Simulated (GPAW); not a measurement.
Run report: CH₃ClSi, geometry relaxation (part 4 of 5)

The same run, continued: CH₃ClSi, SMILES C[Si]Cl; optPBE-vdW/real-space grid, scalar-relativistic datasets (GPAW 26.7.0). The geometry comes from this level: UFF from SMILES.

Geometry of the input (Å):
```
C  -0.6411  -0.0599  0.0007
Si 0.8680  1.0362  -0.0765
Cl 2.5931  -0.1455  0.0277
H  -0.6379  -0.6269  0.9542
H  -1.5556  0.5657  -0.0545
H  -0.6266  -0.7697  -0.8517
```

The program's output, continued
```
Atoms  # Å, Bohr magnetons
|   | symbol |        x |        y |        z |    initial magnetic moments |
|---|--------|----------|----------|----------|-----------------------------|
| 0 |      C | 5.443808 | 5.229773 | 5.347538 | ( 0.0000,  0.0000,  0.0000) |
| 1 |     Si | 6.915552 | 6.444289 | 5.258632 | ( 0.0000,  0.0000,  0.0000) |
| 2 |     Cl | 8.505683 | 5.034188 | 5.380998 | ( 0.0000,  0.0000,  0.0000) |
| 3 |      H | 5.479417 | 4.648124 | 6.283606 | ( 0.0000,  0.0000,  0.0000) |
| 4 |      H | 4.485906 | 5.766424 | 5.304316 | ( 0.0000,  0.0000,  0.0000) |
| 5 |      H | 5.484791 | 4.507408 | 4.516276 | ( 0.0000,  0.0000,  0.0000) |

Unit cell  # Å
| periodic |         x |         y |         z |   lengths |    angles |
|----------|-----------|-----------|-----------|-----------|-----------|
|       no | 13.148699 |  0.000000 |  0.000000 | 13.148699 | 90.000000 |
|       no |  0.000000 | 10.805955 |  0.000000 | 10.805955 | 90.000000 |
|       no |  0.000000 |  0.000000 | 10.805984 | 10.805984 | 90.000000 |

Initialization done in: 2.374 s

convergence criteria:
- Maximum [total energy] change in last 3 cyles: 0.0005 eV / valence electron
- Maximum integral of absolute [dens]ity change: 0.0001 electrons / valence electron
- Maximum integral of absolute [eigenst]ate change: 4e-08 eV^2 / valence electron
maximum number of iterations: 120

SCF iterations
|iter     |     time |      energy | eigst |  dens |
|---------|----------|-------------|-------|-------|
|iter:   1| 00:09:16 |  -46.564548 | -2.64 |       |
|iter:   2| 00:09:19 |  -46.566923 | -3.76 | -2.79 |
|iter:   3| 00:09:22 |  -46.583766 | -3.56 | -2.83 |
|iter:   4| 00:09:25 |  -46.598038 | -4.12 | -3.23 |
|iter:   5| 00:09:28 |  -46.608050 | -4.95 | -3.58 |
|iter:   6| 00:09:31 |  -46.611302 | -5.75 | -4.07c|
|iter:   7| 00:09:34 |  -46.612497c| -6.62 | -4.57c|
|iter:   8| 00:09:36 |  -46.612694c| -7.29 | -5.05c|
|iter:   9| 00:09:39 |  -46.612705c| -7.72c| -5.63c|

Converged in 9 steps
SCF loop duration: 23.393 s (2.599 s/step)
Energy contributions relative to reference atoms: (reference = -21506.392248)

Energy contributions:
  Kinetic:          28.675413
  Coulomb:         -31.909803
  Zero:              0.234741
  External:          0.000000
  Xc:              -43.613057
  Entropy:           0.000000
  Spinorbit:         0.000000
  ----------------------------
  Free energy:     -46.612705
  Extrapolated:    -46.612705

dipole moment: (-0.382603, 0.027629, -0.004510)  # |e|*Ang

Fermi level: -4.719
Eigenvalues  # (at kpt = [0.000, 0.000, 0.000])
| band index |      eig [eV] | occ [0-2] |
|------------|---------------|-----------|
|          0 |       -20.513 |     2.000 |
|          1 |       -17.512 |     2.000 |
|          2 |       -11.958 |     2.000 |
|          3 |       -10.380 |     2.000 |
|          4 |       -10.320 |     2.000 |
|          5 |        -8.899 |     2.000 |
|          6 |        -8.263 |     2.000 |
|          7 |        -7.966 |     2.000 |
|          8 |        -5.869 |     2.000 |
|          9 |        -3.569 |     0.000 |
|         10 |        -1.055 |     0.000 |
|         11 |        -0.799 |     0.000 |
|         12 |         0.064 |     0.000 |
|         13 |         0.256 |     0.000 |
|         14 |         0.376 |     0.000 |

Gap: 2.300 eV
Transition (v -> c):
  (s=0, k=0, n=8, [0.00, 0.00, 0.00]) -> (s=0, k=0, n=9, [0.00, 0.00, 0.00])
No difference between direct/indirect transitions
vacuum-level: 0.000  # V

Forces  # eV/Ang
|        x |        y |        z |
|----------|----------|----------|
| -0.00417 |  0.00759 |  0.01280 |  # C    0
| -0.00940 |  0.00912 | -0.00359 |  # Si   1
| -0.00375 | -0.02079 |  0.01904 |  # Cl   2
|  0.00370 |  0.00006 | -0.03478 |  # H    3
| -0.00824 | -0.00509 | -0.01045 |  # H    4
|  0.00505 |  0.00315 |  0.02141 |  # H    5

Force computation time: 0.056  # s
BFGSLineSearch:    9[ 17] 00:09:39      -46.612705       0.0350
        .-------------------------------.
       /|                               |
      / |                               |
     /  |                               |
    /   |                               |
   /    |                               |
  /     |                               |
 *      |                               |
 |      |                               |
 |      |        H    Si                |
 |      |       H C      Cl             |
 |      |                               |
 |      |        H                      |
 |      .-------------------------------.
 |     /                               /
 |    /                               /
 |   /                               /
 |  /                               /
 | /                               /
 |/                               /
 *-------------------------------*

Atoms  # Å, Bohr magnetons
|   | symbol |        x |        y |        z |    initial magnetic moments |
|---|--------|----------|----------|----------|-----------------------------|
| 0 |      C | 5.443131 | 5.232866 | 5.347589 | ( 0.0000,  0.0000,  0.0000) |
| 1 |     Si | 6.915338 | 6.446301 | 5.257838 | ( 0.0000,  0.0000,  0.0000) |
| 2 |     Cl | 8.503438 | 5.031321 | 5.382565 | ( 0.0000,  0.0000,  0.0000) |
| 3 |      H | 5.482070 | 4.648804 | 6.280981 | ( 0.0000,  0.0000,  0.0000) |
| 4 |      H | 4.481700 | 5.763128 | 5.303331 | ( 0.0000,  0.0000,  0.0000) |
| 5 |      H | 5.487628 | 4.509142 | 4.518099 | ( 0.0000,  0.0000,  0.0000) |

Unit cell  # Å
| periodic |         x |         y |         z |   lengths |    angles |
|----------|-----------|-----------|-----------|-----------|-----------|
|       no | 13.148699 |  0.000000 |  0.000000 | 13.148699 | 90.000000 |
|       no |  0.000000 | 10.805955 |  0.000000 | 10.805955 | 90.000000 |
|       no |  0.000000 |  0.000000 | 10.805984 | 10.805984 | 90.000000 |

Initialization done in: 2.361 s

convergence criteria:
- Maximum [total energy] change in last 3 cyles: 0.0005 eV / valence electron
- Maximum integral of absolute [dens]ity change: 0.0001 electrons / valence electron
- Maximum integral of absolute [eigenst]ate change: 4e-08 eV^2 / valence electron
maximum number of iterations: 120

SCF iterations
|iter     |     time |      energy | eigst |  dens |
|---------|----------|-------------|-------|-------|
|iter:   1| 00:09:42 |  -46.628311 | -2.65 |       |
|iter:   2| 00:09:45 |  -46.627551 | -3.69 | -2.96 |
|iter:   3| 00:09:48 |  -46.621528c| -3.81 | -3.00 |
|iter:   4| 00:09:51 |  -46.616889 | -4.61 | -3.32 |
|iter:   5| 00:09:54 |  -46.613693c| -5.25 | -3.69 |
|iter:   6| 00:09:56 |  -46.613171c| -6.19 | -4.25c|
|iter:   7| 00:10:02 |  -46.612898c| -7.01 | -4.64c|
|iter:   8| 00:10:05 |  -46.612859c| -7.78c| -5.24c|

Converged in 8 steps
SCF loop duration: 23.342 s (2.918 s/step)
Energy contributions relative to reference atoms: (reference = -21506.392248)

Energy contributions:
  Kinetic:          28.663058
  Coulomb:         -31.896334
  Zero:              0.234534
  External:          0.000000
  Xc:              -43.614117
  Entropy:           0.000000
  Spinorbit:         0.000000
  ----------------------------
  Free energy:     -46.612859
  Extrapolated:    -46.612859

dipole moment: (-0.384350, 0.029262, -0.004848)  # |e|*Ang

Fermi level: -4.722
Eigenvalues  # (at kpt = [0.000, 0.000, 0.000])
| band index |      eig [eV] | occ [0-2] |
|------------|---------------|-----------|
|          0 |       -20.505 |     2.000 |
|          1 |       -17.516 |     2.000 |
|          2 |       -11.959 |     2.000 |
|          3 |       -10.383 |     2.000 |
|          4 |       -10.313 |     2.000 |
|          5 |        -8.900 |     2.000 |
|          6 |        -8.256 |     2.000 |
|          7 |        -7.962 |     2.000 |
|          8 |        -5.874 |     2.000 |
|          9 |        -3.571 |     0.000 |
|         10 |        -1.061 |     0.000 |
|         11 |        -0.800 |     0.000 |
|         12 |         0.063 |     0.000 |
|         13 |         0.257 |     0.000 |
|         14 |         0.374 |     0.000 |

Gap: 2.304 eV
Transition (v -> c):
  (s=0, k=0, n=8, [0.00, 0.00, 0.00]) -> (s=0, k=0, n=9, [0.00, 0.00, 0.00])
No difference between direct/indirect transitions
vacuum-level: 0.000  # V

Forces  # eV/Ang
|        x |        y |        z |
|----------|----------|----------|
| -0.00658 | -0.01267 | -0.00615 |  # C    0
|  0.00233 |  0.00069 | -0.00276 |  # Si   1
|  0.00427 |  0.01048 |  0.00654 |  # Cl   2
| -0.00292 | -0.00157 | -0.00112 |  # H    3
|  0.00275 | -0.00060 | -0.00515 |  # H    4
|  0.00209 |  0.00034 |  0.00087 |  # H    5

Force computation time: 0.055  # s
BFGSLineSearch:   10[ 18] 00:10:05      -46.612859       0.0155
        .-------------------------------.
       /|                               |
      / |                               |
     /  |                               |
    /   |                               |
   /    |                               |
  /     |                               |
 *      |                               |
 |      |                               |
 |      |        H    Si                |
 |      |       H C      Cl             |
 |      |                               |
 |      |        H                      |
 |      .-------------------------------.
 |     /                               /
 |    /                               /
 |   /                               /
 |  /                               /
 | /                               /
 |/                               /
 *-------------------------------*

Atoms  # Å, Bohr magnetons
|   | symbol |        x |        y |        z |    initial magnetic moments |
|---|--------|----------|----------|----------|-----------------------------|
| 0 |      C | 5.443012 | 5.232109 | 5.347420 | ( 0.0000,  0.0000,  0.0000) |
| 1 |     Si | 6.915303 | 6.445928 | 5.257690 | ( 0.0000,  0.0000,  0.0000) |
| 2 |     Cl | 8.504317 | 5.032326 | 5.383382 | ( 0.0000,  0.0000,  0.0000) |
| 3 |      H | 5.481159 | 4.648213 | 6.280833 | ( 0.0000,  0.0000,  0.0000) |
| 4 |      H | 4.482391 | 5.763672 | 5.302768 | ( 0.0000,  0.0000,  0.0000) |
| 5 |      H | 5.487168 | 4.508498 | 4.518018 | ( 0.0000,  0.0000,  0.0000) |

Unit cell  # Å
| periodic |         x |         y |         z |   lengths |    angles |
|----------|-----------|-----------|-----------|-----------|-----------|
|       no | 13.148699 |  0.000000 |  0.000000 | 13.148699 | 90.000000 |
|       no |  0.000000 | 10.805955 |  0.000000 | 10.805955 | 90.000000 |
|       no |  0.000000 |  0.000000 | 10.805984 | 10.805984 | 90.000000 |

Initialization done in: 2.359 s

convergence criteria:
- Maximum [total energy] change in last 3 cyles: 0.0005 eV / valence electron
- Maximum integral of absolute [dens]ity change: 0.0001 electrons / valence electron
- Maximum integral of absolute [eigenst]ate change: 4e-08 eV^2 / valence electron
maximum number of iterations: 120

SCF iterations
```

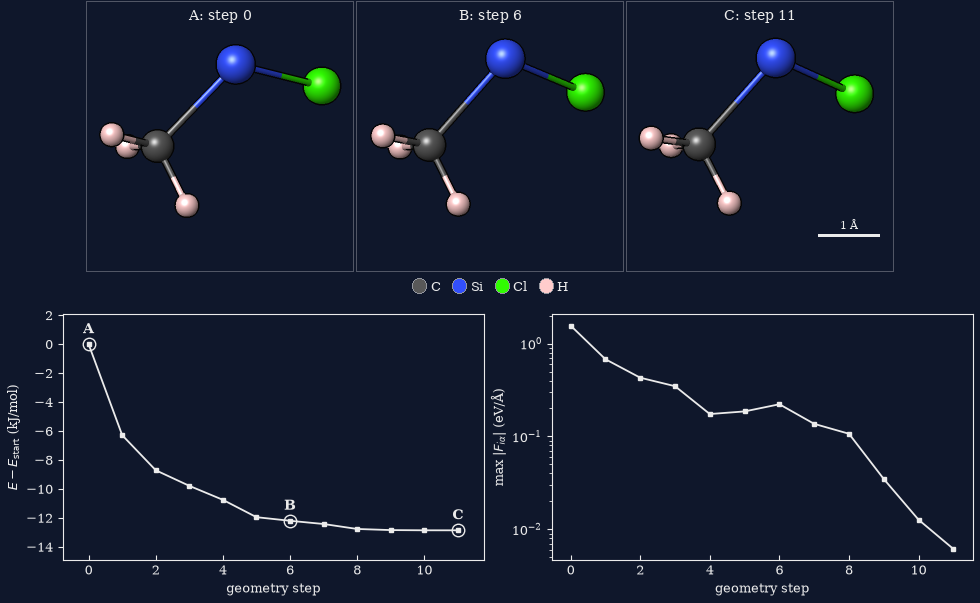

Fig. 1: Frames of the relaxation (ball-and-stick view, seen at a tilt) above the curves, on which the letters mark them (steps are counted from 0).

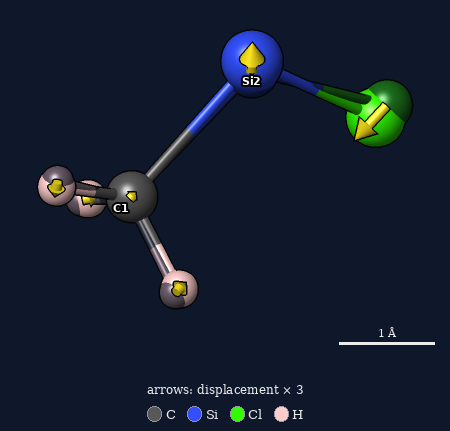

Fig. 2: Start (faint) and end (solid) with the displacements as yellow arrows, magnified 3 times (ball-and-stick view, seen at a tilt). The two geometries are laid on each other by the best rigid fit. After 11 geometry steps the energy has fallen by 12.9 kJ/mol. The largest force component goes from 1.6 to 0.0061 eV/Å. The largest move after the best rigid fit is that of Cl3, 0.18 Å. Largest moves by element: Cl 0.18 Å, Si 0.13 Å, H 0.07 Å, C 0.04 Å. Among the contacts that change: C1–Si2 1.867 → 1.910 Å, Si2–Cl3 2.094 → 2.131 Å, C1–H4 1.109 → 1.102 Å. Among the angles that change: C1–Si2–Cl3 109.4° → 98.7°, H4–C1–H6 109.5° → 106.8°. (Atoms are counted from 1 in the order of the input.)

```
|iter     |     time |      energy | eigst |  dens |
|---------|----------|-------------|-------|-------|
|iter:   1| 00:10:08 |  -46.606436c| -3.83 |       |
|iter:   2| 00:10:11 |  -46.606759c| -4.89 | -3.55 |
|iter:   3| 00:10:14 |  -46.609555c| -5.03 | -3.58 |
|iter:   4| 00:10:17 |  -46.611530c| -5.67 | -3.93 |
|iter:   5| 00:10:19 |  -46.612448c| -6.68 | -4.34c|
|iter:   6| 00:10:22 |  -46.612812c| -7.22 | -4.76c|
|iter:   7| 00:10:25 |  -46.612868c| -7.77c| -5.29c|

Converged in 7 steps
SCF loop duration: 17.700 s (2.529 s/step)
Energy contributions relative to reference atoms: (reference = -21506.392248)

Energy contributions:
  Kinetic:          28.668281
  Coulomb:         -31.900224
  Zero:              0.234633
  External:          0.000000
  Xc:              -43.615559
  Entropy:           0.000000
  Spinorbit:         0.000000
  ----------------------------
  Free energy:     -46.612868
  Extrapolated:    -46.612868

dipole moment: (-0.384084, 0.028924, -0.004964)  # |e|*Ang

Fermi level: -4.722
Eigenvalues  # (at kpt = [0.000, 0.000, 0.000])
| band index |      eig [eV] | occ [0-2] |
|------------|---------------|-----------|
|          0 |       -20.506 |     2.000 |
|          1 |       -17.516 |     2.000 |
|          2 |       -11.959 |     2.000 |
|          3 |       -10.385 |     2.000 |
|          4 |       -10.313 |     2.000 |
|          5 |        -8.900 |     2.000 |
|          6 |        -8.257 |     2.000 |
|          7 |        -7.963 |     2.000 |
|          8 |        -5.873 |     2.000 |
|          9 |        -3.571 |     0.000 |
|         10 |        -1.060 |     0.000 |
|         11 |        -0.800 |     0.000 |
|         12 |         0.063 |     0.000 |
|         13 |         0.258 |     0.000 |
|         14 |         0.375 |     0.000 |

Gap: 2.303 eV
Transition (v -> c):
  (s=0, k=0, n=8, [0.00, 0.00, 0.00]) -> (s=0, k=0, n=9, [0.00, 0.00, 0.00])
No difference between direct/indirect transitions
vacuum-level: 0.000  # V

Forces  # eV/Ang
|        x |        y |        z |
|----------|----------|----------|
| -0.00047 | -0.00243 | -0.00511 |  # C    0
| -0.00105 | -0.00076 | -0.00248 |  # Si   1
| -0.00047 |  0.00359 |  0.00614 |  # Cl   2
| -0.00244 | -0.00303 |  0.00085 |  # H    3
| -0.00116 | -0.00205 | -0.00509 |  # H    4
|  0.00296 | -0.00164 | -0.00268 |  # H    5

Force computation time: 0.055  # s
BFGSLineSearch:   11[ 19] 00:10:25      -46.612868       0.0071
Converged: True
Final energy = -46.61287 eV
```

Trajectory as extended XYZ (Å, eV, eV/Å), 12 frames, from step=0 to step=11
```
6
Properties=species:S:1:pos:R:3:forces:R:3 step=0 energy=-46.47964
C     5.4144    5.2098    5.3525   -0.2364  -0.6615   0.0408
Si    6.9235    6.3060    5.2753    0.1088   1.5607  -0.1286
Cl    8.6487    5.1243    5.3795    0.0609  -0.6320   0.0645
H     5.4177    4.6428    6.3060   -0.1412  -0.0547  -0.2806
H     4.5000    5.8354    5.2973    0.3089  -0.2019   0.0210
H     5.4290    4.5000    4.5000   -0.1428  -0.0169   0.2736
6
Properties=species:S:1:pos:R:3:forces:R:3 step=1 energy=-46.54476
C     5.4059    5.1861    5.3539    0.4903   0.6784  -0.0559
Si    6.9274    6.3620    5.2706   -0.0116   0.3330  -0.0283
Cl    8.6509    5.1015    5.3818   -0.3445  -0.1510   0.0136
H     5.4126    4.6408    6.2959   -0.0904  -0.3395   0.2310
H     4.5111    5.8282    5.2980    0.0500  -0.1672   0.0137
H     5.4239    4.4994    4.5098   -0.0964  -0.3785  -0.1837
6
Properties=species:S:1:pos:R:3:forces:R:3 step=2 energy=-46.56987
C     5.4214    5.2029    5.3524    0.4290  -0.2292   0.0139
Si    6.9285    6.3966    5.2678    0.1246  -0.0343   0.0025
Cl    8.6385    5.0869    5.3832   -0.4186   0.0812   0.0027
H     5.4072    4.6270    6.3008    0.0261   0.0793  -0.2586
H     4.5173    5.8189    5.2989   -0.1407   0.0098  -0.0030
H     5.4182    4.4846    4.5066    0.0148   0.1193   0.2435
6
Properties=species:S:1:pos:R:3:forces:R:3 step=3 energy=-46.58104
C     5.4437    5.2018    5.3522   -0.3100   0.1931  -0.0084
Si    6.9335    6.4097    5.2667    0.0707  -0.0784   0.0025
Cl    8.6180    5.0838    5.3839   -0.3477   0.0475   0.0025
H     5.4059    4.6240    6.2936    0.1188   0.0364  -0.1165
H     4.5148    5.8154    5.2991    0.3214  -0.2310   0.0170
H     5.4163    4.4827    4.5140    0.1040   0.0507   0.0979
6
Properties=species:S:1:pos:R:3:forces:R:3 step=4 energy=-46.59105
C     5.4508    5.2083    5.3517   -0.0962   0.1042  -0.0201
Si    6.9410    6.4188    5.2657   -0.1742  -0.0022  -0.0062
Cl    8.5852    5.0828    5.3847   -0.0617  -0.1153  -0.0088
H     5.4095    4.6230    6.2820    0.1613   0.0009   0.0747
H     4.5259    5.8027    5.3000   -0.0037   0.0185   0.0014
H     5.4189    4.4832    4.5250    0.1482  -0.0063  -0.0686
6
Properties=species:S:1:pos:R:3:forces:R:3 step=5 energy=-46.60346
C     5.4509    5.2172    5.3480   -0.0837  -0.0060   0.1372
Si    6.9104    6.4294    5.2633    0.1860   0.0330  -0.0071
Cl    8.5371    5.0559    5.3834   -0.0919   0.0377  -0.0163
H     5.4494    4.6274    6.2789    0.0471   0.0712   0.0274
H     4.5238    5.8016    5.3006   -0.1443  -0.0536   0.0015
H     5.4547    4.4890    4.5283    0.0463  -0.0470  -0.1704
6
Properties=species:S:1:pos:R:3:forces:R:3 step=6 energy=-46.60605
C     5.4481    5.2188    5.3526   -0.0311  -0.0175  -0.2222
Si    6.9100    6.4341    5.2623    0.0984   0.0247  -0.0115
Cl    8.5210    5.0502    5.3825    0.0058   0.0114  -0.0022
H     5.4616    4.6314    6.2793    0.0011  -0.0124   0.1368
H     4.5170    5.7994    5.3009   -0.1040  -0.1096   0.0243
H     5.4658    4.4886    4.5222    0.0166   0.1360   0.0570
6
Properties=species:S:1:pos:R:3:forces:R:3 step=7 energy=-46.60835
C     5.4449    5.2197    5.3479    0.0335   0.0307   0.0713
Si    6.9135    6.4382    5.2612   -0.0335   0.0176  -0.0066
Cl    8.5102    5.0467    5.3817    0.0570  -0.0790   0.0081
H     5.4702    4.6338    6.2850   -0.0201   0.0959  -0.0902
H     4.5079    5.7938    5.3019   -0.0534  -0.1366   0.0101
H     5.4742    4.4929    4.5194   -0.0106   0.0584   0.0055
```
